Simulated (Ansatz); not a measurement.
## Fields on a plane of GaN (zinc blende)

```xyz
2
Lattice="0.0000 2.2491 2.2491 2.2491 0.0000 2.2491 2.2491 2.2491 0.0000" Properties=species:S:1:pos:R:3 pbc="T T T"
N      3.3736     3.3736     3.3736
Ga     0.0000     0.0000     0.0000
```

The slice is a {100} plane (indices of the conventional cell) through the point (0.750, 0.750, 0.750) (fractional), spanned by u = [100] and v = [0 1 -1] in vectors of this cell: u (3.18 Å) and v (3.18 Å, at 90° to u). It covers one period; positions are fractions (u, v).

Atoms on it: N at (0.00, 0.00).

Computed with r2SCAN (plane waves to 500 eV, PAW, scalar-relativistic; Ansatz, a quantum-chemistry and plane-wave program). k mesh 13×13×13. These are valence fields of a PAW run, semicore shells included where kept as valence: close to a nucleus they are smooth pseudo fields. GaN was relaxed with its symmetry unable to fall. The PAW data are Ansatz's earlier set.

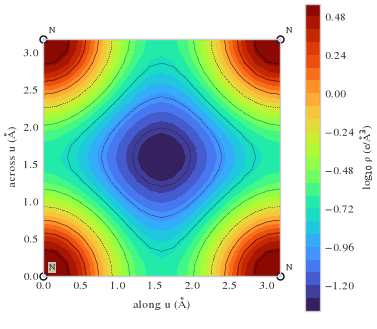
Fig. 1. Log₁₀ of the valence density in e/Å³, one period of the plane, atoms marked. The scale is logarithmic, as a density can span decades between atoms and voids.

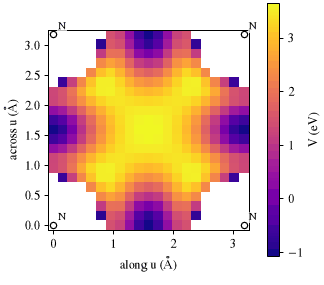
Fig. 1. Electrostatic potential energy of an electron, from the cell's mean, in eV, one period of the plane, atoms marked. Points within 0.8 Å of a nucleus are left white, as the pseudised field means little there. The zero, the cell's mean, hangs on the PAW cores.
